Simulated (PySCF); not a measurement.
# C4H4FNO2: circular dichroism and optical rotation

What do calculations give for the circular dichroism and optical rotation of C4H4FNO2 (`N#C[C@@H]1CO[C@H](F)O1`)?

Computed with PySCF 2.14.0 and routines of our own; the level stands in each step. Atoms count from 0.

## Step 1: The starting structure

12 atoms, charge 0, multiplicity 1; geometry from: GFN2-xTB.

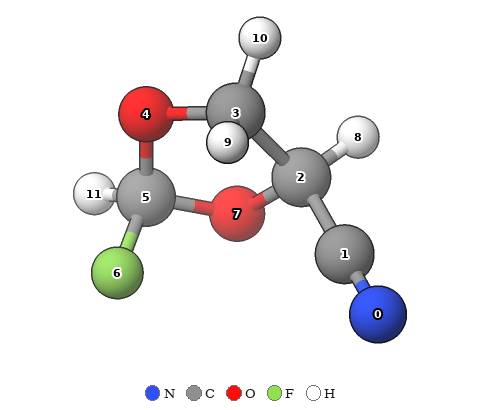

The starting geometry (nitrogen blue, carbon grey, oxygen red, fluorine green, hydrogen white).

## Step 2: Circular dichroism and optical rotation: TDDFT CAM-B3LYP/def2-SVPD

The job: settings as JSON, then the geometry in Å.

```
{"job": {"kind": "ecd", "xc": "CAM-B3LYP", "basis": "def2-SVPD", "nstates": 16}, "charge": 0, "multiplicity": 1}
N      1.766517    -0.773800     2.213519
C      1.322609    -0.667533     1.167781
C      0.751165    -0.515642    -0.160562
C      0.394479     0.966797    -0.460498
O     -0.976191     0.905616    -0.824717
C     -1.468718    -0.224584    -0.247048
F     -1.807645     0.042387     1.070295
O     -0.503005    -1.188165    -0.277422
H      1.431827    -0.955797    -0.899137
H      0.526437     1.592127     0.429785
H      0.949707     1.383605    -1.300412
H     -2.385984    -0.565697    -0.737610
```

Method: TDDFT CAM-B3LYP/def2-SVPD circular dichroism and optical rotation, one conformer, gas phase.

Started as:

```bash
$ OMP_NUM_THREADS=1 python excited_run.py task.json out
```

This one command runs all jobs of the session in turn.

Output:

```text
coarse grid: 11144 points
cycle   1  E = -459.0509276941  dE =  1.622e+00  |g| = 1.027e+00  |ddm| = 5.083e+00
cycle   2  E = -458.8675876148  dE =  1.833e-01  |g| = 1.450e+00  |ddm| = 2.676e+00
cycle   3  E = -459.2526231503  dE = -3.850e-01  |g| = 2.030e-01  |ddm| = 1.663e+00
cycle   4  E = -459.2598252543  dE = -7.202e-03  |g| = 7.956e-02  |ddm| = 2.692e-01
cycle   5  E = -459.2610868315  dE = -1.262e-03  |g| = 1.163e-02  |ddm| = 1.040e-01
cycle   6  E = -459.2611134266  dE = -2.660e-05  |g| = 3.252e-03  |ddm| = 2.028e-02
cycle   7  E = -459.2611159628  dE = -2.536e-06  |g| = 5.512e-04  |ddm| = 6.570e-03
final grid: 111336 points
cycle   8  E = -459.3492616739  dE = -3.499e-05  |g| = 4.555e-03  |ddm| = 6.835e-02
cycle   9  E = -459.3492606058  dE =  1.068e-06  |g| = 5.387e-03  |ddm| = 1.113e-02
cycle  10  E = -459.3492654472  dE = -4.841e-06  |g| = 4.808e-04  |ddm| = 5.160e-03
cycle  11  E = -459.3492654662  dE = -1.897e-08  |g| = 4.036e-04  |ddm| = 8.997e-04
cycle  12  E = -459.3492654982  dE = -3.203e-08  |g| = 7.683e-05  |ddm| = 4.938e-04
cycle  13  E = -459.3492654995  dE = -1.280e-09  |g| = 1.941e-05  |ddm| = 1.089e-04
cycle  14  E = -459.3492654996  dE = -7.901e-11  |g| = 6.695e-06  |ddm| = 3.425e-05
converged SCF energy = -459.3492654996

Singlet excitations and rotatory strengths (1e-40 esu^2 cm^2)
state   eV       nm     f(len)   f(vel)    R(len)    R(vel)   main configurations
  1   7.4019   167.5  0.00239  0.00255    -5.171    -5.392   H-1->L 0.30, H-2->L 0.18, H->L 0.12
  2   7.8277   158.4  0.00395  0.00420     4.998     5.339   H->L 0.64, H-2->L 0.12, H-2->L+1 0.10
  3   8.0203   154.6  0.00731  0.00737     0.789     0.750   H-1->L 0.20, H-3->L 0.15, H-2->L+1 0.12
  4   8.2548   150.2  0.00224  0.00221     1.510     1.435   H-2->L+2 0.17, H-3->L+2 0.13, H-1->L+2 0.09
  5   8.4228   147.2  0.00110  0.00114    -3.808    -3.810   H->L+1 0.64, H->L 0.10
  6   8.7044   142.4  0.00157  0.00231    -5.640    -6.913   H-3->L 0.38, H-1->L 0.16, H->L+1 0.15
  7   9.0725   136.7  0.01290  0.01497   -10.012    -9.913   H-4->L 0.34, H-4->L+1 0.13, H-1->L+1 0.11
  8   9.2219   134.4  0.00664  0.00682    12.404    12.464   H->L+2 0.55, H-3->L+2 0.08
  9   9.2531   134.0  0.02565  0.02659    -6.050    -6.241   H-1->L+1 0.31, H-4->L 0.22, H->L+3 0.15
 10   9.4277   131.5  0.01086  0.01176   -26.317   -27.605   H->L+3 0.47, H-1->L+1 0.09
 11   9.4689   130.9  0.02272  0.02568   -23.516   -24.248   H->L+4 0.42, H-2->L+1 0.12
 12   9.5640   129.6  0.01219  0.01297   -11.359   -11.892   H->L+4 0.32, H->L+2 0.13, H-2->L+1 0.11
 13   9.6442   128.6  0.01761  0.02043    17.299    18.126   H-2->L+1 0.16, H-2->L+2 0.11, H->L+2 0.10
 14   9.7990   126.5  0.00069  0.00064     1.497     1.893   H-5->L 0.38, H-7->L 0.14, H-3->L+1 0.09
 15   9.8097   126.4  0.04220  0.04638   -39.163   -39.713   H-5->L 0.16, H-4->L+2 0.11, H-4->L+1 0.10
 16   9.9198   125.0  0.01889  0.01998    22.431    22.109   H->L+5 0.58

Specific rotation (deg / (dm g/mL))
    nm     length   length(OI)   velocity    alpha(len)  alpha(vel)
  633.0       5.29       4.78      -3.68       56.423     56.286
  589.3       5.74       5.14      -4.70       56.566     56.429
  546.0       6.13       5.43      -6.16       56.744     56.608
  436.0       5.74       4.62     -14.41       57.475     57.343
  405.0       4.44       3.11     -19.38       57.805     57.674
  365.0       0.37      -1.30     -29.99       58.375     58.247
  355.0      -1.38      -3.16     -33.82       58.552     58.424
```

It took 82 s on 1 thread of Arm Neoverse V2, shared host; peak memory 0.9 GiB.

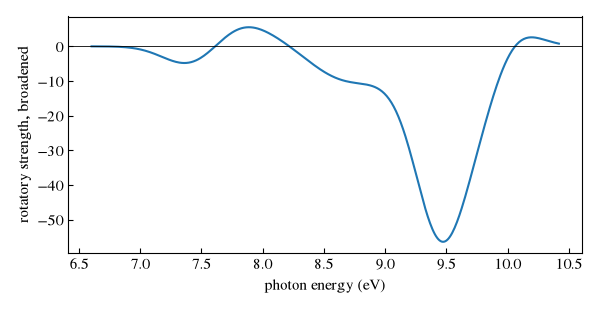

Circular dichroism: velocity-form rotatory strengths under Gaussians of 0.3 eV half-width at 1/e.

## Step 3: Summary of results

```
                                                                                       quantity                                                          value
state of largest rotatory strength (velocity form) among 16 (step 2, TDDFT CAM-B3LYP/def2-SVPD)  9.81 eV, R = -39.7 (velocity), -39.2 (length) ·10⁻⁴⁰ esu² cm²
                              specific rotation at 633.0 nm (step 2, TDDFT CAM-B3LYP/def2-SVPD)                                  -3.7 (velocity), 5.3 (length)
```

In words: In step 2 length and velocity forms differ in sign for some values, so those signs are unsure. Rotations belong to one conformer. The length form depends on the origin in a finite basis.
